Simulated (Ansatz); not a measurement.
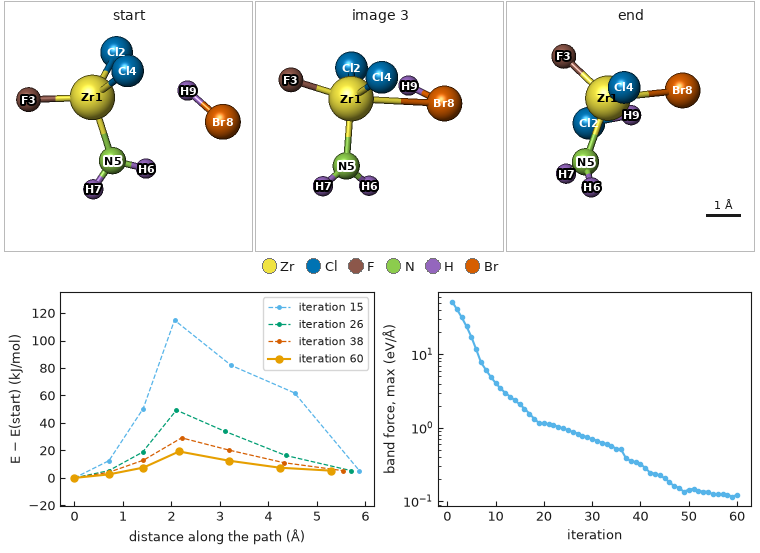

A search for the minimum-energy path of ZrNH3BrCl2F, made up at the start of ZrNH2Cl2F and HBr by the nudged elastic band. Images are numbered from 0 (start) to 6 (end). The plot follows the band through its iterations. The picture is a ball-and-stick view, seen at a tilt.

Theory: Ansatz, RKS PBE/def2-SVP. Set-up: 5 movable images; climbing image; force threshold 0.05 eV/Å; iteration limit 60; optimiser FIRE; largest step 0.02 Å; starting path through a guess of the saddle point.

> Did the band converge, and can the barrier be trusted?

The result isn't final. The band hadn't converged when the run stopped after 60 iterations. The largest component of the band force went from 53 to 0.12 eV/Å. The barrier read from it is provisional, though the highest image hardly moved in the last two iterations. The step length is far from the usual. The first iteration put the highest image at 904.1 kJ/mol. The highest point, image 3, lies 19.3 kJ/mol above the start and 14.0 kJ/mol above the end; the end is at +5.3 kJ/mol relative to the start.

Limits of the set-up: the start holds two separate molecules, 2.4 Å apart at their closest, whose relative position is a soft coordinate and is computed without a dispersion correction.

Cost: 8.5 min on 4 threads of Arm Neoverse V2, with other jobs on the host, peak memory 0.26 GiB.
